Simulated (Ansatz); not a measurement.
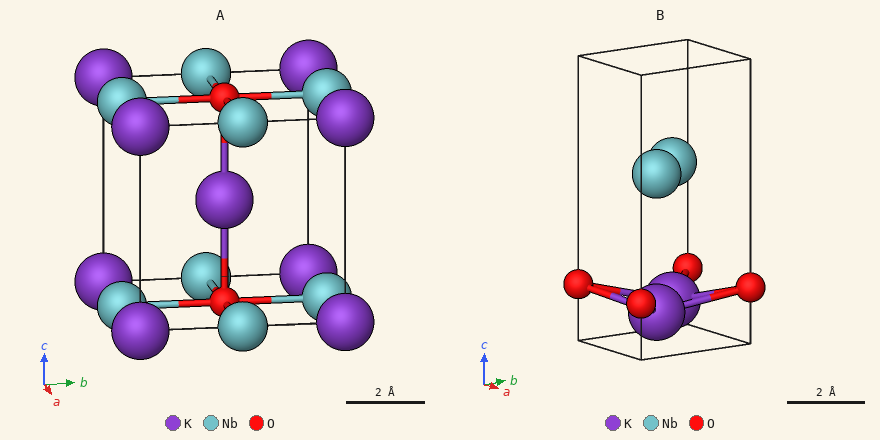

Two structures of K₂Nb₂O, each relaxed to rest (conventional cells in solid outline, small ones repeated, not to one scale). Method: DFT PBE, scalar-relativistic, plane waves, PAW (Ansatz 0.2.0), with collinear spins.

What are A and B?

A: 5 atoms a cell on a primitive tetragonal lattice, P4/mmm. B: 5 atoms a cell on a primitive hexagonal lattice, P6mm.

Which is the more stable form at this level of theory?

B is lower, by 561 meV/atom at this level of theory (energies at zero smearing). Volumes: A 30.8, B 26.7 Å³/atom.

One or both may be structure types tried for this composition rather than known phases.
